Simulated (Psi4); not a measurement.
# SiPH4 (SMILES [SiH2]P) at UHSE06/def2-SVPD

What is the vertical electron affinity of SiPH4 at UHSE06/def2-SVPD? 

The results are computed with Psi4 1.11.

## Step 1: The structure to begin with

The species is SiPH4 (6 atoms), meant as a doublet with charge 0. As SMILES, `[SiH2]P`. Geometry: relaxed at GFN2-xTB. This is one conformer, not always the lowest.

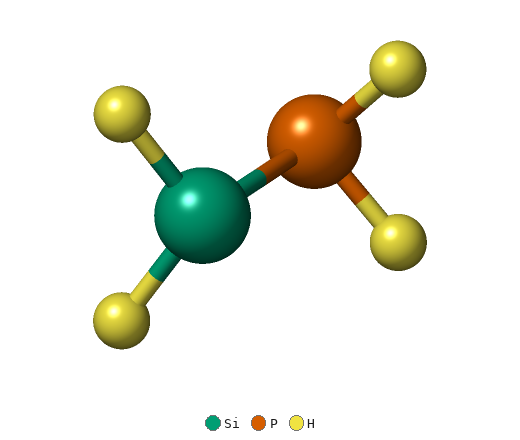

The structure, seen from a chosen angle (silicon teal, phosphorus orange, hydrogen yellow).

## Step 2: The energy at UHSE06/def2-SVPD

The input, h4psi.xyz:

```xyz
6
H4PSi
Si     0.127020    -0.986120    -0.104660
P     -0.338670     1.170000     0.142220
H     -0.300620    -1.724700     1.087920
H     -0.579260    -1.514310    -1.276300
H      0.434680     1.617150    -0.915300
H      0.656850     1.437980     1.066130
```

The input, calc.py:

```python
import psi4

psi4.set_memory('1600 MB')
psi4.set_num_threads(1)
psi4.set_output_file('h4psi.out', False)

with open('h4psi.xyz') as f:
    atoms = ''.join(f.readlines()[2:])
molecule = psi4.geometry('0 2\n' + atoms + 'symmetry c1')

psi4.set_options({
    'reference': 'uks',
    'puream': True,
    'e_convergence': 1e-09,
    'd_convergence': 1e-08,
    'scf_type': 'pk',
    'dft_radial_points': 99,
    'dft_spherical_points': 590,
    'maxiter': 200,
})

E, wfn = psi4.energy('hse06/def2-SVPD', molecule=molecule, return_wfn=True)
print(f'hse06/def2-SVPD energy: {E:.10f} Eh')
```

Launch:

```sh
python calc.py
```

h4psi.out:

```text
[...]
  Running in c1 symmetry.
[...]
  Nuclear repulsion =   83.322954502856035
[...]
  Multiplicity = 2
[...]
  Nalpha       = 17
  Nbeta        = 16
[...]
    Number of basis functions: 80
[...]
   @UKS iter   1:  -632.72701232409315   -2.35279e-01   3.16291e-03 DIIS/ADIIS
[...]
   @UKS iter  12:  -632.77587200098174   -3.41061e-12   3.28139e-09 DIIS
[...]
   @S^2 Observed:                7.539308266E-01
[...]
    Orbital Energies [Eh]
    ---------------------
    Alpha Occupied:
       1A    -77.194923     2A    -66.240858     3A     -6.599777
       4A     -5.326402     5A     -4.739001     6A     -4.738301
       7A     -4.736263     8A     -3.666984     9A     -3.661846
      10A     -3.661218    11A     -0.663155    12A     -0.519649
      13A     -0.403659    14A     -0.349281    15A     -0.340056
      16A     -0.295545    17A     -0.201797
    Alpha Virtual:
      18A     -0.003405    19A     -0.000310    20A      0.002649
      21A      0.024978    22A      0.036561    23A      0.058543
      24A      0.090642    25A      0.095972    26A      0.112032
[...]
  @UKS Final Energy:  -632.77587200098174
   => Energetics <=
    Nuclear Repulsion Energy =             83.3229545028560352
    One-Electron Energy =               -1040.9608824764814017
    Two-Electron Energy =                 359.6635335110713640
    DFT Exchange-Correlation Energy =     -34.8014775384277257
    Empirical Dispersion Energy =           0.0000000000000000
    VV10 Nonlocal Energy =                  0.0000000000000000
    Total Energy =                       -632.7758720009817353
[...]
 Multipole Moments:
 ------------------------------------------------------------------------------------
     Multipole            Electronic (a.u.)      Nuclear  (a.u.)        Total (a.u.)
 ------------------------------------------------------------------------------------
 L = 1.  Multiply by 2.5417464519 to convert [e a0] to [Debye]
 Dipole X            :         -0.5982560            0.8171773            0.2189212
 Dipole Y            :          1.7302065           -1.6536475            0.0765590
 Dipole Z            :          0.2157692           -0.2334974           -0.0177282
 Magnitude           :                                                    0.2325985
[...]
```

Standard output:

```text
hse06/def2-SVPD energy: -632.7758720010 Eh
```

It took 28 s on 1 thread of Intel Xeon 6975P-C (Granite Rapids), shared host; peak memory 1 GiB.

## Step 3: The singlet anion, same level

The input, input.json:

```json
{
  "schema_name": "qcschema_input",
  "schema_version": 1,
  "molecule": {
    "schema_name": "qcschema_molecule",
    "schema_version": 2,
    "symbols": ["Si", "P", "H", "H", "H", "H"],
    "geometry": [0.24003301, -1.86349673, -0.19777874, -0.63999355, 2.21097957, 0.26875685, -0.56808947, -3.25921065, 2.05587085, -1.09464275, -2.86163117, -2.41185745, 0.82142615, 3.0559706, -1.72966632, 1.2412666, 2.71738837, 2.01469371],
    "molecular_charge": -1,
    "molecular_multiplicity": 1,
    "fix_symmetry": "c1",
    "fix_com": true,
    "fix_orientation": true
  },
  "driver": "energy",
  "model": {
    "method": "hse06",
    "basis": "def2-SVPD"
  },
  "keywords": {
    "reference": "rks",
    "puream": true,
    "e_convergence": 1e-09,
    "d_convergence": 1e-08,
    "scf_type": "pk",
    "dft_radial_points": 99,
    "dft_spherical_points": 590
  }
}
```

Launch:

```sh
psi4 --qcschema input.json -n 1 --memory 1600MB
```

stdout:

```text
[...]
  Running in c1 symmetry.
[...]
  Nuclear repulsion =   83.322954453196203
[...]
  Multiplicity = 1
[...]
  Nalpha       = 17
  Nbeta        = 17
[...]
    Number of basis functions: 80
[...]
   @RKS iter   1:  -632.66393910367083   -1.72205e-01   4.89511e-03 DIIS/ADIIS
[...]
   @RKS iter  11:  -632.80176930883090   -4.54747e-13   2.18413e-09 DIIS
[...]
    Orbital Energies [Eh]
    ---------------------
    Doubly Occupied:
       1A    -76.994596     2A    -65.981353     3A     -6.398939
       4A     -5.067360     5A     -4.539291     6A     -4.537485
       7A     -4.534204     8A     -3.405704     9A     -3.404465
      10A     -3.401025    11A     -0.461004    12A     -0.287212
      13A     -0.211105    14A     -0.134524    15A     -0.129466
      16A     -0.081753    17A      0.056200
[...]
  @RKS Final Energy:  -632.80176930883090
   => Energetics <=
    Nuclear Repulsion Energy =             83.3229544531962034
    One-Electron Energy =               -1048.2449409419969015
    Two-Electron Energy =                 367.1063598822366316
    DFT Exchange-Correlation Energy =     -34.9861427022668536
    Empirical Dispersion Energy =           0.0000000000000000
    VV10 Nonlocal Energy =                  0.0000000000000000
    Total Energy =                       -632.8017693088310125
[...]
 Multipole Moments:
 ------------------------------------------------------------------------------------
     Multipole            Electronic (a.u.)      Nuclear  (a.u.)        Total (a.u.)
 ------------------------------------------------------------------------------------
 L = 1.  Multiply by 2.5417464519 to convert [e a0] to [Debye]
 Dipole X            :          5.6756802           -5.8394806           -0.1638004
 Dipole Y            :         -5.7801332            6.7282565            0.9481233
 Dipole Z            :         -1.0831385            1.1914912            0.1083527
 Magnitude           :                                                    0.9682503
[...]
```

The result, in JSON:

```text
{
 "driver": "energy",
 "model": {
  "method": "hse06",
  "basis": "def2-SVPD"
 },
 "success": true,
 "return_result": -632.8017693088309,
 "properties": {
  "calcinfo_nbasis": 80,
  "calcinfo_nmo": 80,
  "calcinfo_nalpha": 17,
  "calcinfo_nbeta": 17,
  "calcinfo_natom": 6,
  "nuclear_repulsion_energy": 83.3229544531962,
  "return_energy": -632.8017693088309,
  "scf_one_electron_energy": -1048.244940941997,
  "scf_two_electron_energy": 367.10635988223663,
  "scf_xc_energy": -34.986142702266854,
  "scf_dipole_moment": [-0.16380037679690407, 0.9481233257279067, 0.10835268302469969],
  "scf_total_energy": -632.8017693088309,
  "scf_iterations": 11
 }
}
```

Wall time 21 s (1 thread of Intel Xeon 6975P-C (Granite Rapids), shared host); peak memory 1 GiB.

## Step 4: What came out

Level: UHSE06/def2-SVPD.

| quantity | value |
| --- | --- |
| doublet SiPH4: total energy | -632.77587 Eh |
| doublet SiPH4: dipole moment | 0.59 D |
| doublet SiPH4: HOMO energy (highest over α and β) | -5.49 eV |
| doublet SiPH4: LUMO energy (lowest over α and β) | -2.87 eV |
| doublet SiPH4: ⟨S²⟩ | 0.754 |
| singlet anion: total energy | -632.80177 Eh |
| singlet anion: HOMO energy | 1.53 eV |
| singlet anion: LUMO energy | 4.45 eV |
| singlet anion: HOMO–LUMO gap (to an unbound level, set by the basis) | 2.92 eV |
| vertical electron affinity (to the singlet anion) | 0.705 eV |

In words: At fixed nuclei the extra electron is bound by 0.70 eV (16.3 kcal/mol). The HOMO (singlet anion) lies at positive energy, 1.53 eV; only total energies tell whether the electron is bound.
